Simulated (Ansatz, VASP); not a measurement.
## CaO (Lime): VASP beside Ansatz

Wanted: the spread between two codes on one cell, functional and k mesh. The cell is taken from a series of VASP runs on this material, whose earlier steps may have relaxed, scaled or displaced it; both programs get it as it stands. Valence electrons are named where the data sets of a main pair hold unlike numbers.

Program: Ansatz 0.2.0. Level of theory: plane waves, with VASP 6.6.1 beside it; band structure at HSE06. Results are calculated unless marked as measured.

## (1) The structure

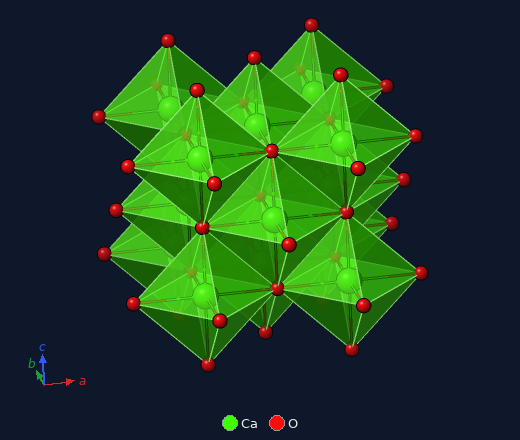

The cell as given, slightly off an axis (calcium green, oxygen red). This picture shows the conventional cell, with its axes. Some periodic images of atoms are drawn too.

As a file:

```cif
data_structure
_symmetry_space_group_name_H-M 'P 1'
_symmetry_Int_Tables_number 1
_cell_length_a 3.4033
_cell_length_b 3.4033
_cell_length_c 3.4033
_cell_angle_alpha 60.000
_cell_angle_beta 60.000
_cell_angle_gamma 60.000
_cell_volume 27.87
loop_
_atom_site_label
_atom_site_type_symbol
_atom_site_fract_x
_atom_site_fract_y
_atom_site_fract_z
_atom_site_occupancy
Ca1 Ca 0.00000 0.00000 0.00000 1
O2 O 0.50000 0.50000 0.50000 1
```

## (2) Ansatz: band structure, HSE06

Ansatz runs on its default PAW (the set named soft_2) files.

Levels along a path test the potential and the projectors away from the mesh points.

input.yaml reads:

```yaml
crystal:
  lattice:
    - [0.0, 2.4065, 2.4065]
    - [2.4065, 0.0, 2.4065]
    - [2.4065, 2.4065, 0.0]
  atoms:
    - { symbol: Ca, position: [0.0, 0.0, 0.0] }
    - { symbol: O, position: [0.5, 0.5, 0.5] }
hamiltonian:
  xc: { exchange: pbe, correlation: pbe, exx: { coeff: 0.25, omega: 0.2 } }
  pseudopotentials: { kind: paw }
kpoints:
  mp_grid: { grid: [5, 5, 5] }
  band_path:
    path:
      - [0.0, 0.0, 0.0]
      - [0.5, 0.0, 0.5]
      - [0.5, 0.22222, 0.72222]
      - [0.40278, 0.34722, 0.75]
      - [0.125, 0.125, 0.25]
      - [0.27778, 0.27778, 0.27778]
      - [0.55556, 0.38889, 0.55556]
      - [0.58333, 0.25, 0.66667]
      - [0.5, 0.30556, 0.69444]
      - [0.48611, 0.48611, 0.52778]
      - [0.625, 0.25, 0.625]
      - [0.5, 0.0, 0.5]
    npoints: 1
scf:
  occupations: { method: gaussian, width: 0.03 }
  n_extra_bands: 7
output:
  forces: true
  stress: true
  eigenvalues: true
```

Started as:

```sh
$ ansatz run input.yaml --threads 4 --pin off --max-ram 9216MiB --backend cpu --events-out ev --progress --plain --runs-dir out
```

Numbers of over 12 decimals in the logs are rounded to 6 here.

Output:

```text
Warning: output.stress: scf.convergence.dr2_threshold = 1e-7 eV (the SCF's general default) is looser than the 2e-10 eV advised for a printed stress (1e-10 eV for each atom of the cell: 2). What an SCF threshold leaves in a stress goes as its square root, and in the free energy as the threshold itself, and one threshold admits the most on a small cell: [figures from the program's tests cut] Set scf.convergence.dr2_threshold to 2e-10 eV or tighter. The threshold is an SCF's pass mark: one that does not reach it within its budget of iterations ends unconverged, or closes short of it on a stop that the run arms, and scf.convergence.dr2_threshold's page says what that costs each kind of run
Warning: output.stress: scf.exx.energy_threshold = 1e-6 eV is looser than the 2e-8 eV advised for a stress under a hybrid functional (1e-8 eV for each atom of the cell: 2). Every SCF of the exchange loop can meet its threshold on dr2 while the loop round them stops early: no threshold on dr2 bounds what that leaves in the stress. Set scf.exx.energy_threshold to 2e-8 eV or tighter. The threshold is the loop's pass mark: a loop that does not reach it within its budget of cycles ends unconverged, and scf.exx.energy_threshold's page has the law
scf.n_extra_bands = 7 over 8 filled bands (N_el = 16.0): the run solves 15 bands
Engine: ansatz 0.2.0, aarch64-unknown-linux-gnu
Pseudopotentials: kind: paw
Pseudopotential: Ca, paw, valence charge 10, recommended cutoff 420 eV (normal), Ca.paw.azcp
Pseudopotential: O, paw, valence charge 6, recommended cutoff 420 eV (normal), O.paw.azcp
Functional definition: unnamed
  parameter a_1 = 0.25
  parameter omega_1 = 0.2/angstrom
  exchange = pbe_x + (-a_1)*pbe_x_sr(omega_1) + a_1*exact_x_sr(omega_1)
  correlation = pbe_c
Crystal: 2 atoms, lattice volume = 27.873 Å³
Basis set: ecut = 420 eV, 537 PW (Γ), exchange–correlation on 48×48×48 points (8 copies of the dense FFT grid, shifted against one another)
Bands: 15, of which v1, the nominal top of the filled ones, is band 8 counted from 1 (7 counted from 0)
Symmetry: 48 space group operations
Space group: Fm-3m (ITA 225), of the structure as read, at distance tolerance 3.0e-5 Å
k-points: 10 of 125
Non-local potential: Ca, projectors of the file, l = 0: 3, l = 1: 2, l = 2: 2
Non-local potential: O, projectors of the file, l = 0: 2, l = 1: 2, l = 2: 1
PAW form: soft (Blöchl's): semilocal exchange-correlation on the pseudo side does not see the compensation charge
PAW frozen core: Ca, regenerated for the run's functional, and the local potential with it (the file was generated under x = pbe(κ = 0.804, μ = 0.219515), c = pbe(β = 0.066725))
PAW frozen core: O, regenerated for the run's functional, and the local potential with it (the file was generated under x = pbe(κ = 0.804, μ = 0.219515), c = pbe(β = 0.066725))
PAW one-centre angular grid: Ca, 110 points (default); XC on 64 Gauss nodes
PAW one-centre angular grid: O, 110 points (default); XC on 96 Gauss nodes
Initial density: superposition of atomic densities (neutral atoms: chi_scale 0, normalization atom), corrected by the library's trained network
Initial wavefunctions: pseudopotential atomic-orbital guess
Functional: x = pbe(κ = 0.804, μ = 0.219515), c = pbe(β = 0.066725), warm-up for x = pbe(κ = 0.804, μ = 0.219515) + 0.25 (exact − pbe) at short range (hse, ω = 0.2 Å⁻¹), c = pbe(β = 0.066725)
SCF iter   1: F=—  HF=-2387.721651 eV  |F-HF|=—  |Δ(HF+E_count)|=         —  Δρ=5.96e-4  dr2=4.84e-5  ethr=1.77e-3  ⟨swp⟩=2.0  Hψ=1048  notcnv=0
preconditioner: auto → none  [insulator: Δε(μ)=3.834 eV  Ē_g=19.953 eV  σ=0.030 eV  W_gap=1.00  n_scr=8 (ndim 8)  ℏωp=26.3 eV  f_vac=0.000  D(μ)=0.00/eV (n_scr^D=0)]
SCF iter   2: F=-2387.721861 eV  HF=-2387.721807 eV  |F-HF|=5.38e-5  |Δ(HF+E_count)|=   1.56e-4  Δρ=2.61e-4  dr2=8.66e-6  ethr=3.02e-7  ⟨swp⟩=3.5  Hψ=354  notcnv=0  defer=4
SCF 1 stopped early in 2 iterations: F = -2387.721861 eV  dr2 = 8.66e-6
  greatest PAW one-centre occupation: 0.995 electrons in one spin orbital (limit 2), on the Ca atom at site 0 (counted from 0), in its partial waves of l = 0
Initial density: handed on by an earlier stage of this run
Initial wavefunctions: those handed on with the density
Functional: x = pbe(κ = 0.804, μ = 0.219515) + 0.25 (exact − pbe) at short range (hse, ω = 0.2 Å⁻¹), c = pbe(β = 0.066725)
Exchange kernel: α = 0.2500, screened, ω = 0.2000 Å⁻¹, Wigner–Seitz truncation, v(0) = 1112.6024 eV·Å³, q-mesh 5×5×5, nearest image of the exchange supercell L = 17.02 Å, pair-density grid 15×15×15, without the augmentation charges, whose exchange is taken in its separable form by FFT convolution over the k-point mesh (sized by the pseudopotential files, 20×20×20 at the most), smooth part of the exact exchange by density-matrix convolution
Frozen-core exchange: fock
SCF iter   1: F=—  HF=-2388.318189 eV  |F-HF|=—  |Δ(HF+E_count)|=         —  Δρ=9.89e-3  dr2=4.49e-2  ethr=5.41e-7  ⟨swp⟩=6.3  Hψ=752  notcnv=0
preconditioner: auto → none  [insulator: Δε(μ)=5.746 eV  Ē_g=22.846 eV  σ=0.030 eV  W_gap=1.00  n_scr=8 (ndim 8)  ℏωp=26.3 eV  f_vac=0.000  D(μ)=0.00/eV (n_scr^D=0)]
SCF iter   2: F=—  HF=-2388.308081 eV  |F-HF|=—  |Δ(HF+E_count)|=   1.01e-2  Δρ=9.74e-3  dr2=1.85e-2  ethr=5.41e-7  ⟨swp⟩=4.8  Hψ=543  notcnv=0
SCF iter   3: F=—  HF=-2388.304124 eV  |F-HF|=—  |Δ(HF+E_count)|=   3.96e-3  Δρ=2.33e-3  dr2=1.74e-3  ethr=5.41e-7  ⟨swp⟩=4.1  Hψ=473  notcnv=0
SCF iter   4: F=—  HF=-2388.309310 eV  |F-HF|=—  |Δ(HF+E_count)|=   5.19e-3  Δρ=1.00e-3  dr2=3.94e-4  ethr=5.41e-7  ⟨swp⟩=4.0  Hψ=420  notcnv=0
iter 5 solved again at ethr=3.85e-8 eV; its pass at ethr=5.41e-7 eV (dr2=6.17e-6 eV) is discarded
SCF iter   5: F=—  HF=-2388.309197 eV  |F-HF|=—  |Δ(HF+E_count)|=   1.14e-4  Δρ=1.76e-4  dr2=8.94e-6  ethr=3.85e-8  ⟨swp⟩=2.0  Hψ=493  notcnv=0
SCF iter   6: F=-2388.309195 eV  HF=-2388.309196 eV  |F-HF|=8.62e-7  |Δ(HF+E_count)|=   5.13e-7  Δρ=2.96e-5  dr2=2.87e-6  ethr=3.85e-8  ⟨swp⟩=2.0  Hψ=231  notcnv=0
SCF 2 stopped early in 6 iterations: F = -2388.309195 eV  dr2 = 2.87e-6
  greatest PAW one-centre occupation: 0.996 electrons in one spin orbital (limit 2), on the Ca atom at site 0 (counted from 0), in its partial waves of l = 0
hybrid outer 1: dexx = +6.211e-3 eV, tail = 1.55e-5 eV
Exchange kernel: α = 0.2500, screened, ω = 0.2000 Å⁻¹, Wigner–Seitz truncation, v(0) = 1112.6024 eV·Å³, q-mesh 5×5×5, nearest image of the exchange supercell L = 17.02 Å, pair-density grid 15×15×15, without the augmentation charges, whose exchange is taken in its separable form by FFT convolution over the k-point mesh (sized by the pseudopotential files, 20×20×20 at the most), smooth part of the exact exchange by density-matrix convolution
Frozen-core exchange: fock
SCF iter   1: F=—  HF=-2388.309250 eV  |F-HF|=—  |Δ(HF+E_count)|=         —  Δρ=1.40e-4  dr2=2.79e-6  ethr=4.84e-7  ⟨swp⟩=4.1  Hψ=406  notcnv=0
preconditioner: auto → none  [insulator: Δε(μ)=5.531 eV  Ē_g=22.773 eV  σ=0.030 eV  W_gap=1.00  n_scr=8 (ndim 8)  ℏωp=26.3 eV  f_vac=0.000  D(μ)=0.00/eV (n_scr^D=0)]
SCF iter   2: F=—  HF=-2388.309249 eV  |F-HF|=—  |Δ(HF+E_count)|=   8.12e-7  Δρ=1.19e-5  dr2=3.08e-8  ethr=1.71e-8  ⟨swp⟩=3.0  Hψ=263  notcnv=0
SCF iter   3: F=—  HF=-2388.309250 eV  |F-HF|=—  |Δ(HF+E_count)|=   2.99e-7  Δρ=1.02e-5  dr2=1.54e-8  ethr=5.58e-11  ⟨swp⟩=4.1  Hψ=440  notcnv=0
SCF iter   4: F=-2388.309250 eV  HF=-2388.309250 eV  |F-HF|=1.14e-11  |Δ(HF+E_count)|=   3.75e-9  Δρ=3.06e-7  dr2=2.08e-10  ethr=5.58e-11  ⟨swp⟩=3.0  Hψ=270  notcnv=0
SCF 3 converged in 4 iterations: F = -2388.309250 eV  dr2 = 2.08e-10
  Residual-converged pass: ⟨swp⟩=2.0  Hψ=230  notcnv=0  max |occ|·‖R‖ = 1.6e-6 eV (tolerance 2.4e-6 eV)  dr2=2.08e-10  dr2_onsite=1.52e-11  max |Δocc| = 0.0e0
hybrid outer 2: dexx = +3.648e-7 eV, tail = 3.86e-9 eV, Δε = 1.26e-3 eV (about 2.40e-5 eV left of the loop's levels)
NSCF: frozen V_eff on 12 k-points
hybrid SCF converged: 2 outer / 10 inner (+2 warm-up), last move |dexx| = 3.65e-7 eV, tail = 3.86e-9 eV
Stability not checked: this state was not tested for a lower state beside it, because the functional holds exact exchange (a hybrid, or Hartree-Fock), whose exchange loop this test does not read (fock_operator; see scf.lower_state_search)
Free energy (F): -2388.309250 eV
Frozen-core exchange: fock
Harris-Foulkes:  -2388.309250 eV  (|F-HF|=1.14e-11)
Internal energy: -2388.309250 eV  (E = F + TS)
E sigma→0 (E₀):  -2388.309250 eV
Fermi energy:    9.338786 eV
--- Per-component energies (eV) ---
  E_band       = -134.063669
  E_kinetic    = 456.983449
  E_local      = -892.740616  (includes V_loc(G=0)·N_el)
  E_nonlocal   = 109.936637
  E_hartree    = 296.477796
  E_xc         = -170.370335
  E_vxc        = -212.676630  (∫ρ·V_xc dr)
  E_exx        = -48.544655  (= α·E_x^exact, valence–valence)
  E_paw        = -1011.495102  (= ΣΔE_a)
  E_vpaw       = -91.435003  (= ΣTr[D̂ρ^β])
  E_aug_tail   = 0.002409  (compensation charges beyond the density's cutoff)
  E_ewald      = -1128.379897
  E_core_change = -0.178936  (= ΣΔE_core)
  E_smearing   = -0.000000  (= −TS)
  E_closure    = 0.000000  (closes the sum)
  Σ components = -2388.309250   (vs F -2388.309250, Δ=0.00e0)
--- Forces (eV/Å), atoms counted from 1 ---
  atom   1  Ca    -0.00000000     0.00000000     0.00000000
  atom   2  O      0.00000000     0.00000000     0.00000000
  max |Σ_I F_I| component: 1.54e-29 eV/Å
--- Stress (GPa, compression-positive) ---
       -1.046172       0.000000      -0.000000
       -0.000000      -1.046172      -0.000000
        0.000000      -0.000000      -1.046172
  P = ⅓ Tr σ = -1.0462 GPa (-10.462 kbar)
--- Band table (eV; the first three rows and the last of 10) ---
  k-point 0: bands = [... 4 lower, -10.4440, 6.5722, 6.5722, 6.5722, 12.8039, 14.7783, 14.7783, 14.7783, ... 3 higher]
  k-point 1: bands = [... 4 lower, -9.8693, 5.4044, 6.0933, 6.0933, 14.3286, 14.7399, 15.4828, 15.4828, ... 3 higher]
  k-point 2: bands = [... 4 lower, -9.1777, 3.9925, 5.4334, 5.4334, 15.3210, 16.4339, 16.8788, 16.8788, ... 3 higher]
  k-point 9: bands = [... 4 lower, -9.6479, 4.8578, 5.4682, 5.6149, 14.0433, 15.7670, 17.2080, 18.1055, ... 3 higher]
```

It took 10 s on 4 threads of Arm Neoverse V1, shared host; peak memory 0.52 GiB; 36 s of CPU time.

Reading the cycles: dr2 is the Hartree energy of the density residual (eV), the measure of convergence; HF is the Harris–Foulkes estimate of the energy, which meets the free energy F at convergence.

## (3) VASP: band structure, HSE06

The same cell, functional, mesh and smearing now go to VASP, with its own data sets.

Lines of VASP's logs that name or quote its potential files are left out, and so is its time.

The run reads the wave functions of an earlier VASP run, which isn't shown here.

INCAR reads:

```
SYSTEM = CaO
PREC = Accurate
ENCUT = 460
EDIFF = 1E-06
NELM = 100
ISMEAR = 0
SIGMA = 0.03
LREAL = .FALSE.
ALGO = Normal
LHFCALC = .TRUE.
AEXX = 0.25
GGA = PE
HFSCREEN = 0.2
LASPH = .TRUE.
NBANDS = 14
PRECFOCK = Fast
LORBIT = 11
LWAVE = .FALSE.
LCHARG = .FALSE.
KPAR = 4
```

POSCAR reads:

```
CaO
1.0
    0.0000000000      2.4065000000      2.4065000000
    2.4065000000      0.0000000000      2.4065000000
    2.4065000000      2.4065000000      0.0000000000
Ca O
1 1
Direct
    0.0000000000      0.0000000000      0.0000000000
    0.5000000000      0.5000000000      0.5000000000
```

KPOINTS reads:

```
Automatic mesh
0
Gamma
5 5 5
0 0 0
```

KPOINTS_OPT reads:

```
Line mode
10
Line-mode
Reciprocal
  0.00000000   0.00000000   0.00000000 GAMMA
  0.50000000   0.00000000   0.50000000 X

  0.50000000   0.00000000   0.50000000 X
  0.50000000   0.25000000   0.75000000 W

  0.50000000   0.25000000   0.75000000 W
  0.37500000   0.37500000   0.75000000 K

  0.37500000   0.37500000   0.75000000 K
  0.00000000   0.00000000   0.00000000 GAMMA

  0.00000000   0.00000000   0.00000000 GAMMA
  0.50000000   0.50000000   0.50000000 L

  0.50000000   0.50000000   0.50000000 L
  0.62500000   0.25000000   0.62500000 U

  0.62500000   0.25000000   0.62500000 U
  0.50000000   0.25000000   0.75000000 W

  0.50000000   0.25000000   0.75000000 W
  0.50000000   0.50000000   0.50000000 L

  0.50000000   0.50000000   0.50000000 L
  0.37500000   0.37500000   0.75000000 K

  0.62500000   0.25000000   0.62500000 U
  0.50000000   0.00000000   0.50000000 X
```

PAW data sets: Ca_sv and O (PBE family, release 64).

Started as:

```sh
$ mpirun -np 4 vasp_std
```

Output:

```text
[banner, memory and clock lines left out]
running    4 mpi-ranks, on    1 nodes
 distrk:  each k-point on    1 cores,    4 groups
 distr:  one band on    1 cores,    1 groups

 POSCAR found type information on POSCAR CaO
 POSCAR found :  2 types and       2 ions
 LDA part: xc-table for (Slater+PW92), standard interpolation
 found WAVECAR, reading the header
 POSCAR, INCAR and KPOINTS ok, starting setup
 FFT: planning ... GRIDC
 FFT: planning ... GRID_SOFT
 FFT: planning ... GRID
 reading WAVECAR
 the WAVECAR file was read successfully
 initial charge from wavefunction
 entering main loop
       N       E                     dE             d eps       ncg     rms          rms(c)
DAV:   1    -0.149385003248E+02   -0.14939E+02   -0.50244E-01   296   0.886E+00    0.118E+00
DAV:   2    -0.149020560150E+02    0.36444E-01   -0.93258E-02   304   0.351E+00    0.422E-01
DAV:   3    -0.149047105900E+02   -0.26546E-02   -0.20704E-02   312   0.113E+00    0.401E-01
DAV:   4    -0.149033973886E+02    0.13132E-02   -0.21085E-03   306   0.537E-01    0.191E-01
DAV:   5    -0.149031587527E+02    0.23864E-03   -0.97594E-04   310   0.289E-01    0.802E-02
DAV:   6    -0.149030727540E+02    0.85999E-04   -0.36600E-05   336   0.816E-02    0.475E-02
DAV:   7    -0.149030445251E+02    0.28229E-04   -0.23937E-05   320   0.498E-02    0.313E-02
DAV:   8    -0.149030390824E+02    0.54427E-05   -0.54054E-06   328   0.257E-02    0.188E-02
DAV:   9    -0.149030373840E+02    0.16984E-05   -0.24200E-06   280   0.161E-02    0.101E-02
DAV:  10    -0.149030372679E+02    0.11609E-06   -0.50706E-07   140   0.803E-03
   1 F= -.14903037E+02 E0= -.14903037E+02  d E =-.970545E-19
 Start KPOINTS_OPT (optional k-point list driver)
k-point batch [1-10\100]
       N       E                     dE             ncg
DAV:   1    -0.661224652161E+03   -0.39870E+04      280
DAV:   2    -0.206510958898E+04   -0.14039E+04      352
DAV:   3    -0.215194855645E+04   -0.86839E+02      310
DAV:   4    -0.215428531590E+04   -0.23368E+01      418
DAV:   5    -0.215432852530E+04   -0.43209E-01      348
DAV:   6    -0.215432925586E+04   -0.73056E-03      406
DAV:   7    -0.215432927476E+04   -0.18902E-04      282
DAV:   8    -0.215432927527E+04   -0.50351E-06      214
[...]
k-point batch [91-100\100]
       N       E                     dE             ncg
DAV:   1    -0.780935061139E+03   -0.71985E+04      280
DAV:   2    -0.210722711217E+04   -0.13263E+04      328
DAV:   3    -0.218053902247E+04   -0.73312E+02      340
DAV:   4    -0.218288616210E+04   -0.23471E+01      450
DAV:   5    -0.218294570528E+04   -0.59543E-01      402
DAV:   6    -0.218294715702E+04   -0.14517E-02      470
DAV:   7    -0.218294722557E+04   -0.68549E-04      422
DAV:   8    -0.218294722713E+04   -0.15635E-05      356
DAV:   9    -0.218294722724E+04   -0.10791E-06      296
```

(Continued in part 2 of 2.)

[Lines on the potential files, build, host, timing and source positions are cut from VASP's logs without a mark.]

[Logs are printed without paths, hosts, clocks, repeated set-up lines and the standing remarks that a program may print on its own settings, such as how far it seeks lower states.]

[Hosts, paths, dates, database ids (printed as entryN), source tags and the programs' standing remarks are cut or masked in the printed files.]
